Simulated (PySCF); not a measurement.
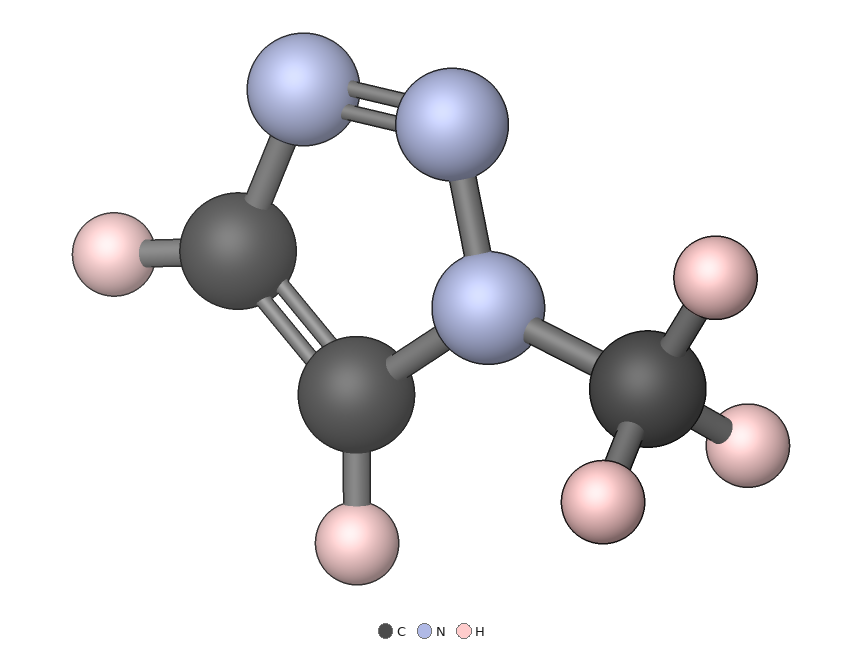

Rendered structure (ball-and-stick style). Double and triple bonds are drawn as two and three sticks.

Computed geometry: GFN2-xTB optimisation. No frequency run is at hand to confirm it as a minimum.

What does the picture show?

It has 11 atoms: 3 carbon, 5 hydrogen and 3 nitrogen (C3H5N3). As SMILES it reads `Cn1ccnn1`. Independent rings (smallest set): 1 of 5 members, 1 of them aromatic. Coordination: 1 C tetrahedral; 1 N trigonal planar; 2 C trigonal planar; 2 N bent.

More results for the same structure follow; atom numbers are the same in all pictures, views and colours differ.

Geometry

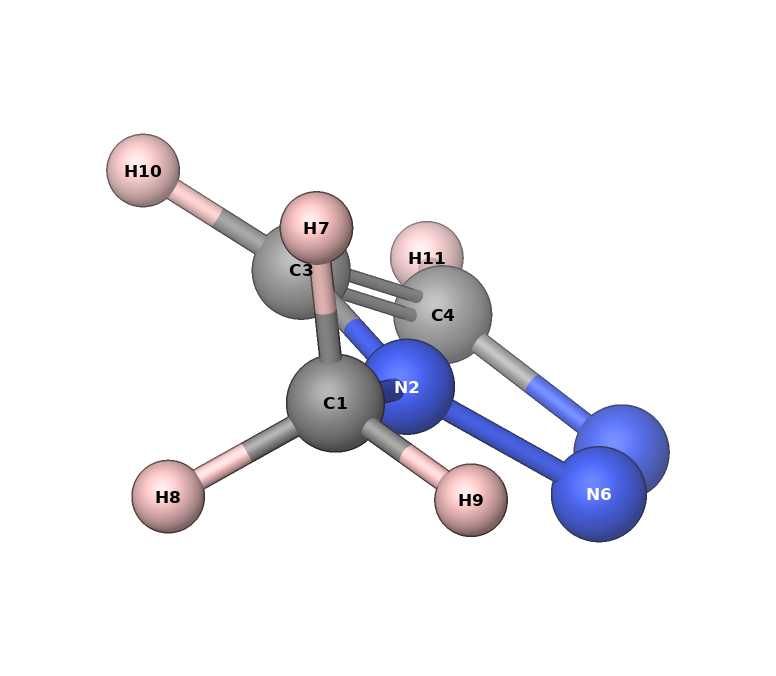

N2 lies behind C1. The molecule seen a little off the C1–N2 bond, C1 in front. Distant atoms are faded towards the background colour. No frequency run is at hand to confirm it as a minimum.

**What is the torsion angle H7–C1–N2–N6? The sign is positive where the front bond must turn clockwise to cover the back bond.**

124°, anticlinal.

Polarisability

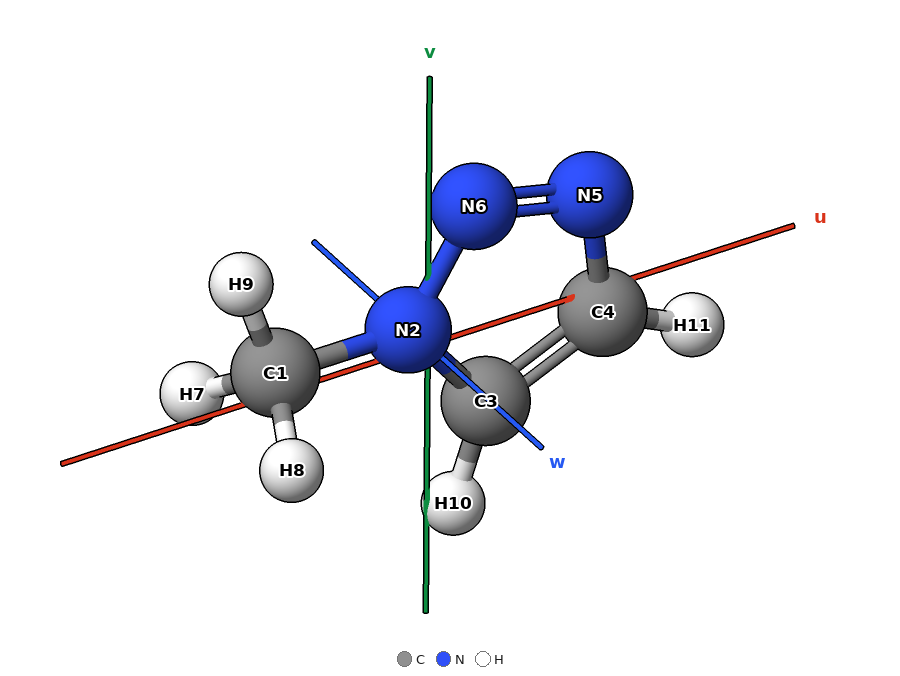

The lines u, v and w are the principal axes of the static dipole polarisability. No frequency run is at hand to confirm it as a minimum. Level of theory: B3LYP/def2-SVPD (PySCF 2.14.0).

**Along which axis is the molecule most polarisable, and along which least?**

Most along u (nearly parallel to the C1–N2 bond), least along w.

**Give the three principal values.**

u 69.1, v 57.0, w 37.9 bohr³; mean 54.7, anisotropy 27.3 bohr³.

Ring current

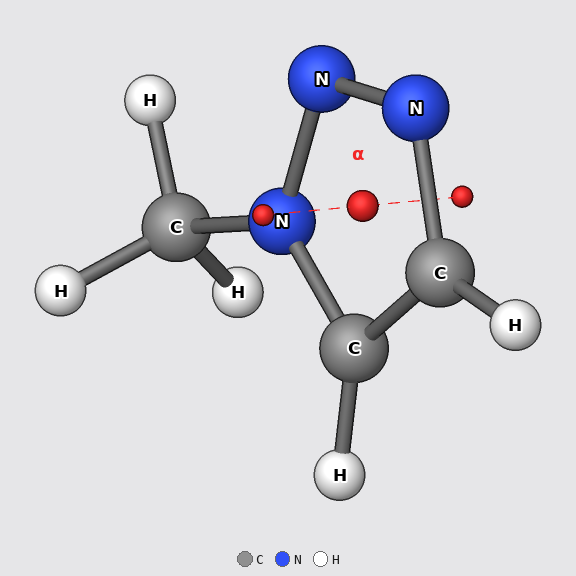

The small points mark where nucleus-independent chemical shifts (NICS) were computed: at the centre of each lettered ring and 1 Å above and below it. No frequency run is at hand to confirm it as a minimum. Properties computed with GIAO PBE0/pcSseg-1 NMR shielding, non-relativistic, gas phase (PySCF 2.14.0).

Give NICS(0), NICS(1) and the out-of-plane component NICS(1)zz for each ring (means of the two sides).

```
ring  members  NICS(0)  NICS(1)  NICS(1)zz
   α     C2N3    −13.5    −13.4      −34.4
```

Values in ppm.

**What do the values say about the ring currents?**

Ring α: diatropic, as in an aromatic ring. NICS is one index among several.

NMR shielding

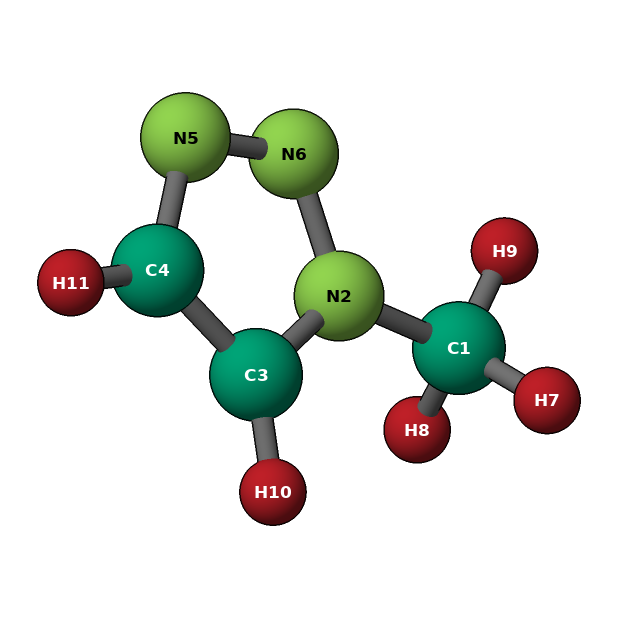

No frequency run is at hand to confirm it as a minimum. Level of theory: GIAO PBE0/pcSseg-1 NMR shielding, non-relativistic, gas phase (PySCF 2.14.0). Principal shieldings σ11 ≤ σ22 ≤ σ33, span Ω = σ33 − σ11, skew κ = 3(σiso − σ22)/Ω.

**Which N atom has the most anisotropic shielding?**

N5, with a span of 555 ppm.

Give the shielding tensors of the N atoms.

```json
{"atom": "N2", "σ11": "−157.0", "σ22": "62.3", "σ33": "124.4", "σiso": "9.9", "Ω": "281.4", "κ": "−0.56"}
{"atom": "N5", "σ11": "−366.5", "σ22": "−175.1", "σ33": "188.6", "σiso": "−117.7", "Ω": "555.0", "κ": "0.31"}
{"atom": "N6", "σ11": "−381.8", "σ22": "−132.9", "σ33": "101.3", "σiso": "−137.8", "Ω": "483.2", "κ": "−0.03"}
```

Shieldings and span in ppm.
